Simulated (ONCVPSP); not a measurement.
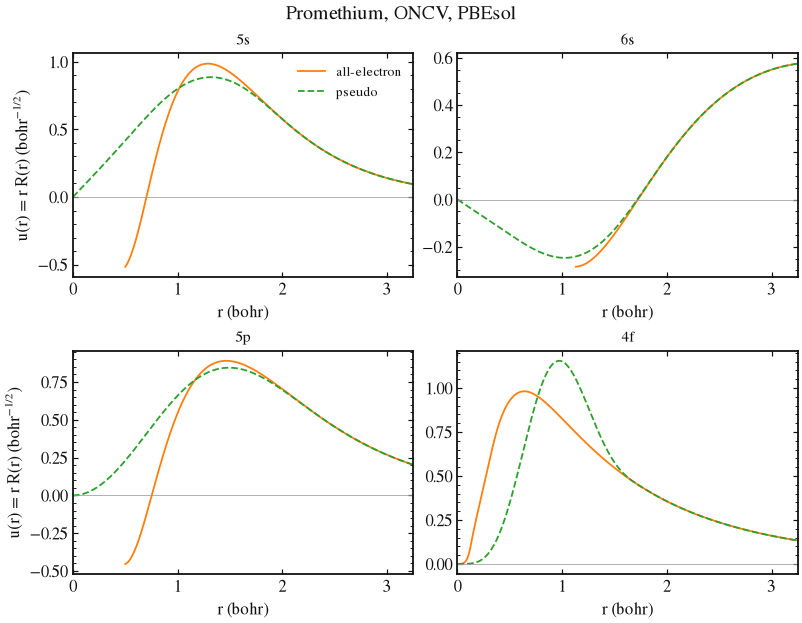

Fig. 1: Partial waves u(r) = r R(r), all-electron (solid) and pseudo (dashed). The innermost oscillations of some all-electron curves aren't drawn. Reference configuration 4f5 5s2 5p6 6s1.

- Matching radii: 5s at 2.15 bohr; 6s at 2.15 bohr; 5p at 2.50 bohr; 4f at 1.70 bohr. The curves merge smoothly, so the plot gives these only roughly.
- Nodes of the pseudo-waves: 5s has no node; 6s has a node at about 1.7 bohr; 5p has no node; 4f has no node. A node in 6s is expected, since a lower shell of the same l is also in the valence and the two must stay orthogonal.

## Pm: pseudopotential generation

System: promethium (Pm, Z = 61), core [Kr] 4d10, reference valence 4f5 5s2 5p6 6s1 (an ion of charge +1), valence charge 15.
Method: ONCV potential, PBEsol, scalar-relativistic, made with ONCVPSP 4.0.1.

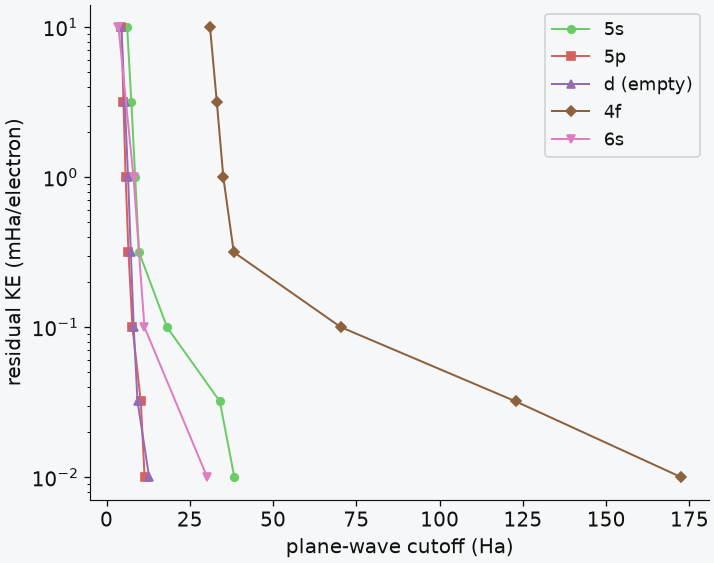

Fig. 2: Residual kinetic energy of the pseudo-waves (the first of each channel, and further valence shells) beyond the plane-wave cutoff, as the generator prints it.

- Cutoffs for the occupied states: 35 Ha for 1 mHa and 70 Ha for 0.1 mHa per electron. The first is set by 4f.
- Cutoffs for 1 mHa per electron: 4f: 35 Ha; 5s: 8.6 Ha; 6s: 8.1 Ha; d (empty): 6.5 Ha; 5p: 5.7 Ha.
- Hardest wave at 1 mHa per electron: 4f, with rc = 1.70 bohr and qcut = 8.7 1/bohr. The optimisation minimises, but can't always remove, the kinetic energy above qcut²/2 = 37.8 Ha, and a larger rc would as a rule soften the wave at some cost in transferability.

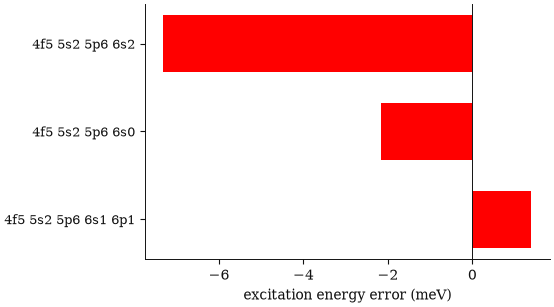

Fig. 3: Errors, all-electron minus pseudo, of the energies of valence configurations relative to the unpolarised reference 4f5 5s2 5p6 6s1. Not all tests gave a result: 1 of 4 tests not solved.

- Worst configuration: 4f5 5s2 5p6 6s2 (neutral): the error is -7.3 meV on an all-electron energy of -5.90 eV relative to the reference, or 0.12 %.
- Errors in meV: 4f5 5s2 5p6 6s2: -7.3; 4f5 5s2 5p6 6s0: -2.2; 4f5 5s2 5p6 6s1 6p1: +1.4.
- Configurations within 10 meV and within 50 meV: 3 and 3 of 3.

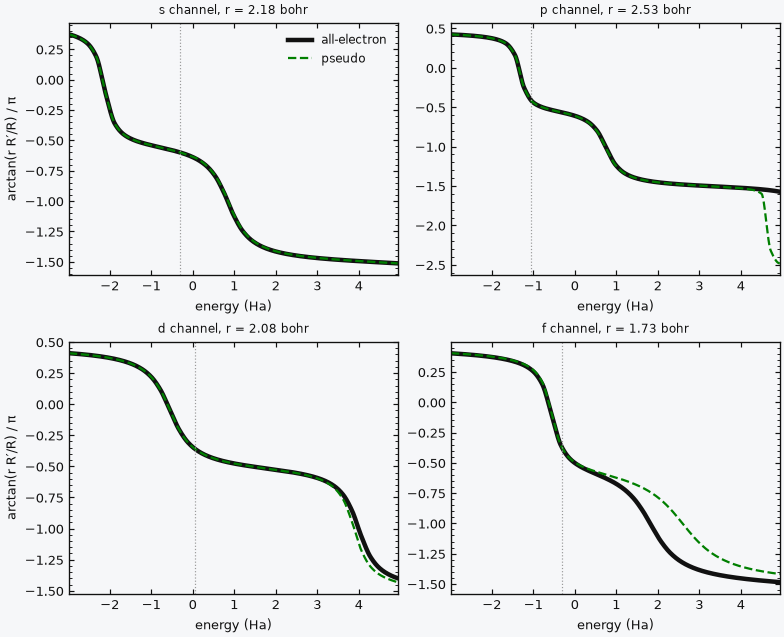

Fig. 4: Unwrapped phase arctan(r R′/R) in units of π against energy, all-electron (solid) and pseudo (dashed); the pseudo phase is matched to the all-electron one at the reference energy. Here R(r) is the radial function. A near-vertical step is a level narrower than the spacing of the points behind the curves. The dotted line marks the reference energy of the channel.

- Ghost states: Going away from the reference energies, the phases part by more than π/2 in: p at about 4.6 Ha (above its reference energy, pseudo phase lower). Such a step is either a state that only one of the two atoms has or an ordinary level shifted in energy. The separate test gives: no bound ghost flagged; GHOST(+) flagged for s at 2.04 eV, p at 135.2 eV.
- Range over which the phases agree within 0.05 rad: s: up to about 0.1 Ha; p: up to about 4.3 Ha; d: up to about 3.4 Ha; f: between about -0.6 and 0.4 Ha.

Input and output of the run follow.

## Input file
```
# ATOM AND REFERENCE CONFIGURATION
# atsym  z   nc   nv     iexc    psfile
  Pm 61.00    9    4  -116133      upf
#
#   n    l    f
    1    0    2.00
    2    0    2.00
    2    1    6.00
    3    0    2.00
    3    1    6.00
    3    2   10.00
    4    0    2.00
    4    1    6.00
    4    2   10.00
    4    3    5.00
    5    0    2.00
    5    1    6.00
    6    0    1.00
#
# PSEUDOPOTENTIAL AND OPTIMIZATION
# lmax
    3
#
#   l,   rc,      ep,       ncon, nbas, qcut
    0    2.15    0.00    4    8    4.50
    1    2.50    0.00    4    7    5.30
    2    2.05    0.07    4    7    4.10
    3    1.70    0.00    3    8    8.70
#
# LOCAL POTENTIAL
# lloc, lpopt,  rc(5),   dvloc0
    4    3    1.15    0.00
#
# VANDERBILT-KLEINMAN-BYLANDER PROJECTORs
# l, nproj, debl
    0    2    1.10
    1    2    3.60
    2    2    1.20
    3    1    3.40
#
# MODEL CORE CHARGE
# icmod, fcfact, rcfact
    2    0.50    1.00
#
# LOG DERIVATIVE ANALYSIS
# epsh1, epsh2, depsh
   -3.00    5.00    0.02
#
# OUTPUT GRID
# rlmax, drl
    6.00    0.01
#
# TEST CONFIGURATIONS
# ncnf
    4
# nvcnf
#   n    l    f
    4
    4    3    5.00
    5    0    2.00
    5    1    6.00
    6    0    2.00
#
    4
    4    3    5.00
    5    0    2.00
    5    1    6.00
    6    0    0.00
#
    4
    4    3    4.00
    5    0    2.00
    5    1    6.00
    6    0    0.00
#
    5
    4    3    5.00
    5    0    2.00
    5    1    6.00
    6    0    1.00
    6    1    1.00
#
```

Command:
```bash
oncvpsp.x < Pm.dat > Pm.out
```

## The program's output (extracts)
```
ONCVPSP  (Optimized Norm-Conservinng Vanderbilt PSeudopotential)
scalar-relativistic version 4.0.1

#   n    l    f        energy (Ha)
    1    0    2.00    -1.6541213E+03
    2    0    2.00    -2.6913492E+02
    2    1    6.00    -2.4039383E+02
    3    0    2.00    -5.8852383E+01
    3    1    6.00    -4.9829230E+01
    3    2   10.00    -3.7457734E+01
    4    0    2.00    -1.1869463E+01
    4    1    6.00    -8.9084706E+00
    4    2   10.00    -4.7279471E+00
    4    3    5.00    -3.0142519E-01
    5    0    2.00    -1.7634132E+00
    5    1    6.00    -1.0566265E+00
    6    0    1.00    -3.0533132E-01

Reference configufation results
  iterations    31
  all-electron total energy (Ha)   -1.00167531D+04

Begin loop to  construct optimized pseudo wave functions
and semi-local pseudopoentials for all angular momenta

Calculating optimized projector #   1

 for l=   0

    Fraction of norm inside rc  0.919465
    Optimizing pswf for qcut=   4.49 a_B^-1,  ecut=  10.10 Ha
    Residual kinetic energy error=  2.27D-04 Ha

    Energy error per electron        Cutoff
         Ha          eV             Ha
         0.01000     0.27211        6.19
         0.00100     0.02721        8.60
         0.00010     0.00272       18.16
         0.00001     0.00027       38.37

Calculating optimized projector #   2

 for l=   0

    Fraction of norm inside rc  0.060438
    Optimizing pswf for qcut=   4.49 a_B^-1,  ecut=  10.10 Ha
    Residual kinetic energy error=  1.56D-04 Ha

    Energy error per electron        Cutoff
         Ha          eV             Ha
         0.01000     0.27211        3.58
         0.00100     0.02721        8.10
         0.00010     0.00272       11.38
         0.00001     0.00027       30.21

   Wellstate for l =  1  n =  8
     eigenvalue =   2.5434
     asymptotic potential =   3.0434
     half-point radius =  4.3186

Calculating optimized projector #   1

 for l=   1

    Fraction of norm inside rc  0.904632
    Optimizing pswf for qcut=   5.29 a_B^-1,  ecut=  14.01 Ha
    Residual kinetic energy error=  5.72D-07 Ha

    Energy error per electron        Cutoff
         Ha          eV             Ha
         0.01000     0.27211        4.47
         0.00100     0.02721        5.73
         0.00010     0.00272        7.78
         0.00001     0.00027       11.43

Calculating optimized projector #   2

 for l=   1

    Fraction of norm inside rc  0.149662
    Optimizing pswf for qcut=   5.29 a_B^-1,  ecut=  14.01 Ha
    Residual kinetic energy error=  9.76D-05 Ha

    Energy error per electron        Cutoff
         Ha          eV             Ha
         0.01000     0.27211        5.69
         0.00100     0.02721        9.24
         0.00010     0.00272       14.22
         0.00001     0.00027       30.82

WARNING wellstate: moderately localized bound state found for n= 5 l=  2
WARNING scattering state with energy  0.05000000
WARNING will be used for the first projector

   Wellstate for l =  2  n =  6
     eigenvalue =   0.0500
     asymptotic potential =   0.5500
     half-point radius =  8.8656

   Wellstate for l =  2  n =  7
     eigenvalue =   1.2500
     asymptotic potential =   1.7500
     half-point radius =  4.9118

Calculating optimized projector #   1

 for l=   2

    Fraction of norm inside rc  0.111476
    Optimizing pswf for qcut=   4.10 a_B^-1,  ecut=   8.41 Ha
    Residual kinetic energy error=  6.66D-05 Ha

    Energy error per electron        Cutoff
         Ha          eV             Ha
         0.01000     0.27211        4.47
         0.00100     0.02721        6.46
         0.00010     0.00272        8.16
         0.00001     0.00027       12.79

Calculating optimized projector #   2

 for l=   2

    Fraction of norm inside rc  0.112901
    Optimizing pswf for qcut=   4.10 a_B^-1,  ecut=   8.41 Ha
    Residual kinetic energy error=  5.38D-04 Ha

    Energy error per electron        Cutoff
         Ha          eV             Ha
         0.01000     0.27211        6.00
         0.00100     0.02721        7.96
         0.00010     0.00272        9.61
         0.00001     0.00027       16.65

Calculating optimized projector #   1

 for l=   3

    Fraction of norm inside rc  0.871027
    Optimizing pswf for qcut=   8.70 a_B^-1,  ecut=  37.82 Ha
    Residual kinetic energy error=  2.41D-04 Ha

    Energy error per electron        Cutoff
         Ha          eV             Ha
         0.01000     0.27211       31.07
         0.00100     0.02721       35.06
         0.00010     0.00272       70.33
         0.00001     0.00027      172.50

Construct Vanderbilt / Kleinmman-Bylander projectors

B matrix Hermiticity error, ll=   0
   1   2    1.1797E-04

  Orthonormal projector coefficients  9.9981E+00  1.3587E+00

B matrix Hermiticity error, ll=   1
   1   2    2.6952E-04

  Orthonormal projector coefficients  7.6719E+00  9.8944E-01

B matrix Hermiticity error, ll=   2
   1   2    4.4540E-05

  Orthonormal projector coefficients  4.9502E+00  4.7402E-01

Model core correction analysis
  based on d2Exc/dn_idn_j

d2excae - all-electron derivatives

   -1.760342D-02   -1.313289D-02   -1.039279D-02   -2.340493D-03
   -1.313258D-02   -2.486984D-02   -2.180476D-02   -2.079110D-03
   -1.039252D-02   -2.180475D-02   -2.218749D-02   -3.966971D-03
   -2.338740D-03   -2.077102D-03   -3.961527D-03   -4.205973D-02

d2excps - pseudofunction derivatives with no core correction

   -3.907881D-02   -2.495081D-02   -1.839142D-02   -3.438476D-03
   -2.495101D-02   -2.735141D-02   -2.195545D-02   -2.507647D-03
   -1.839192D-02   -2.195546D-02   -2.213195D-02   -4.060510D-03
   -3.436834D-03   -2.505669D-03   -4.055057D-03   -4.212456D-02

rms 2nd derivative error    7.405685E-03

amplitude prefactor, scale prefactor
   11.8140    1.1633

d2excps - pseudofunction derivatives with core correction

   -2.500169D-02   -1.798081D-02   -1.453011D-02   -2.668200D-03
   -1.798078D-02   -2.084205D-02   -1.976543D-02   -1.712289D-03
   -1.453000D-02   -1.976532D-02   -2.114519D-02   -3.793637D-03
   -2.666466D-03   -1.710252D-03   -3.788184D-03   -4.202794D-02

rms 2nd derivative error    3.183458E-03

Pseudoatom total energy  -66.814023

Diagnostic tests using Vanderbilt-Kleinman-Bylander pseudopotentials
  1 or more projectors used as specified by nproj input data

   l    rcore       rmatch      e in        delta e   norm test  slope test

   0   2.1529203   2.2182876  -1.7634132  -0.0000002   1.0000987   1.0000968
   0   2.1529203   2.2182876  -0.3053313   0.0000018   1.0000371   1.0000356

   1   2.5002156   2.5761276  -1.0566265  -0.0000005   1.0000552   1.0000577
   1   2.5002156   2.5761276   2.5433735   0.0000099   1.0001794   1.0001794

   2   2.0523154   2.1146281   0.0500000   0.0000042   1.0001119   1.0001119
   2   2.0523154   2.1146281   1.2500000   0.0000012   1.0002331   1.0002331

   3   1.7049306   1.7566960  -0.3014252  -0.0001592   0.9998646   0.9996288

 Testing for bound ghosts
   n   l    E NL Schr. Eq   E Basis Diag.   E Cutoff

   1   0       -1.763413       -1.763410     56.97
   2   0       -0.305330       -0.275680     56.97

   2   1       -1.056627       -1.056620     35.82

   3   2       -0.267515       -0.256417     61.28

   4   3       -0.301584       -0.300418    102.02

 Testing for highly-localized positive-energy ghosts
       l    <radius>/rc     E Basis Diag.   E Cutoff

       0        0.197463        0.074907     56.97  WARNING - GHOST(+)

       1        0.729100        4.967359     35.82  WARNING - GHOST(+)

Test configuration 0

   n   l     f        eae           eps        diff
   1   0  2.0000-1654.12127673
   2   0  2.0000 -269.13492065
   2   1  6.0000 -240.39382805
   3   0  2.0000  -58.85238266
   3   1  6.0000  -49.82923022
   3   2 10.0000  -37.45773352
   4   0  2.0000  -11.86946274
   4   1  6.0000   -8.90847060
   4   2 10.0000   -4.72794706
   4   3  5.0000   -0.30142519   -0.30158442   -1.59D-04
   5   0  2.0000   -1.76341320   -1.76341336   -1.57D-07
   5   1  6.0000   -1.05662653   -1.05662700   -4.64D-07
   6   0  1.0000   -0.30533132   -0.30532954    1.78D-06

    Total energies and differences
      AE_ref= -1.00167531D+04  AE_tst= -1.00167531D+04  dif=  0.00D+00
      PS_ref= -6.68140232D+01  PS_tst= -6.68140232D+01  dif= -1.14D-13
      PSP excitation error=  1.14D-13

Test configuration 1

   n   l     f        eae           eps        diff
   1   0  2.0000-1653.89925406
   2   0  2.0000 -268.91397785
   2   1  6.0000 -240.17274363
   3   0  2.0000  -58.63283256
   3   1  6.0000  -49.60965053
   3   2 10.0000  -37.23802423
   4   0  2.0000  -11.64938770
   4   1  6.0000   -8.68819718
   4   2 10.0000   -4.50734847
   4   3  5.0000   -0.08046817   -0.07977530    6.93D-04
   5   0  2.0000   -1.53982154   -1.54015268   -3.31D-04
   5   1  6.0000   -0.83360163   -0.83396445   -3.63D-04
   6   0  2.0000   -0.13085151   -0.13089393   -4.24D-05

    Total energies and differences
      AE_ref= -1.00167531D+04  AE_tst= -1.00169700D+04  dif= -2.17D-01
      PS_ref= -6.68140232D+01  PS_tst= -6.70306372D+01  dif= -2.17D-01
      PSP excitation error= -2.69D-04

Test configuration 2

   n   l     f        eae           eps        diff
   1   0  2.0000-1654.38173328
   2   0  2.0000 -269.39365249
   2   1  6.0000 -240.65275096
   3   0  2.0000  -59.10908689
   3   1  6.0000  -50.08597426
   3   2 10.0000  -37.71466592
   4   0  2.0000  -12.12679597
   4   1  6.0000   -9.16605707
   4   2 10.0000   -4.98593367
   4   3  5.0000   -0.55921370   -0.56082566   -1.61D-03
   5   0  2.0000   -2.02427212   -2.02415828    1.14D-04
   5   1  6.0000   -1.31527761   -1.31494349    3.34D-04

    Total energies and differences
      AE_ref= -1.00167531D+04  AE_tst= -1.00163547D+04  dif=  3.98D-01
      PS_ref= -6.68140232D+01  PS_tst= -6.64155151D+01  dif=  3.99D-01
      PSP excitation error= -7.93D-05

Test configuration 3

psatom: WARNING lschvkbb convergence error n,l,iter=   2   0  49
ea(ii),et,emin,emax -7.437049E-01 -7.564214E-01 -7.564214E-01 -7.564214E-01
run_config: WARNING for fully non-local PS atom, stg. 1
 WARNING no output for configuration 4

Test configuration 4

   n   l     f        eae           eps        diff
   1   0  2.0000-1653.94477992
   2   0  2.0000 -268.95902052
   2   1  6.0000 -240.21782999
   3   0  2.0000  -58.67718861
   3   1  6.0000  -49.65401863
   3   2 10.0000  -37.28246681
   4   0  2.0000  -11.69415580
   4   1  6.0000   -8.73308415
   4   2 10.0000   -4.55243736
   4   3  5.0000   -0.12582434   -0.12546915    3.55D-04
   5   0  2.0000   -1.58710579   -1.58703753    6.83D-05
   5   1  6.0000   -0.88031722   -0.88019030    1.27D-04
   6   0  1.0000   -0.15575821   -0.15567766    8.06D-05
   6   1  1.0000   -0.06546919   -0.06553609   -6.69D-05

    Total energies and differences
      AE_ref= -1.00167531D+04  AE_tst= -1.00168813D+04  dif= -1.28D-01
      PS_ref= -6.68140232D+01  PS_tst= -6.69423179D+01  dif= -1.28D-01
      PSP excitation error=  5.14D-05
```

## Key numbers

- outcome: generated
- cutoffs needed: 35 Ha and 70 Ha (the cutoffs at which the residual kinetic energy of the hardest occupied pseudo-wave falls to 1 and 0.1 mHa per electron)
- ghost test: no bound ghost flagged; GHOST(+) flagged for s at 2.04 eV, p at 135.2 eV
- configuration tests: 1 of 4 tests not solved
- rms error of d²Exc/dni dnj: 7.41 mHa without and 3.18 mHa with the model core
- largest excitation error among the tests solved: -7.3 meV (all-electron minus pseudo) for 4f5 5s2 5p6 6s2
- range over which the phases arctan(r R′/R) at the test radius agree within 0.05 rad (a looser test near the poles than one of phase shifts): s: up to about 0.1 Ha; p: up to about 4.3 Ha; d: up to about 3.4 Ha; f: between about -0.6 and 0.4 Ha
- hardware: 1 CPU thread, shared host
- wall time: 4 s

## Remarks

Warnings of the program, in the generation or the tests: wellstate: moderately localized bound state found for n= 5 l= 2; psatom: WARNING lschvkbb convergence error n,l,iter= 2 0 49.
